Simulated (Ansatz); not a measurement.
```yaml
atoms:
  - { symbol: C, position_ang: [-2.0625, -0.4666, -1.0431] }
  - { symbol: C, position_ang: [-0.8859, -1.2551, -0.7306] }
  - { symbol: C, position_ang: [0.1151, -1.9264, -0.4695] }
  - { symbol: B, position_ang: [1.3371, -2.7469, -0.1491] }
  - { symbol: Cl, position_ang: [2.6946, -2.0387, 0.7294] }
  - { symbol: Cl, position_ang: [1.4433, -4.4382, -0.6437] }
  - { symbol: H, position_ang: [-2.9905, -1.0651, -0.9296] }
  - { symbol: H, position_ang: [-2.1424, 0.4273, -0.3902] }
  - { symbol: H, position_ang: [-2.0238, -0.1128, -2.0953] }
```

Geometry: PBE-D3(BJ)/def2-SVP.

Theory: Ansatz 0.2.0, isolated molecule in a Gaussian basis; Kohn-Sham density functional theory, functional PBE0.

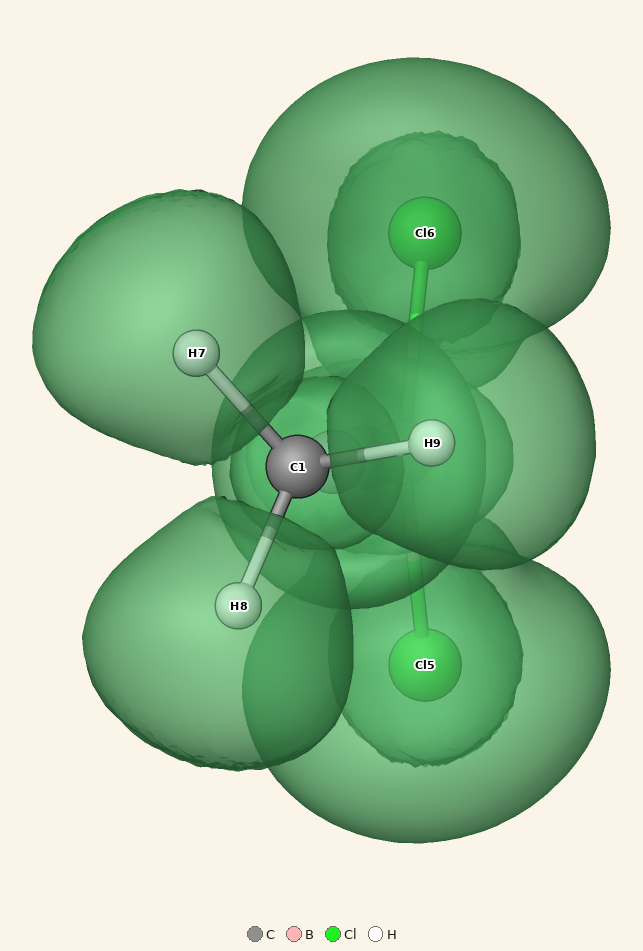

C$_{3}$H$_{3}$BCl$_{2}$ (SMILES CC#CB(Cl)Cl). Isosurface of the ELF at 0.75 (green), seen at an oblique angle. Only the valence region is drawn (cores and ρ < 0.01 e/Å³ removed).

Q: Identify the bonds, lone pairs and shells in this picture.

A: At this value the surface marks out one region between bonded B–C atoms (shared pairs), two regions between bonded C–C atoms (shared pairs), three regions around hydrogen nuclei and two regions on Cl in which the atom's valence shell and bonds are merged. Along the contacts the grid gives the following. C–C (1.23 Å): the ELF peaks at about 0.85 between the atoms: a short, multiple covalent bond. C–B (1.51 Å): the ELF peaks at about 0.95 between the atoms: a covalent bond.
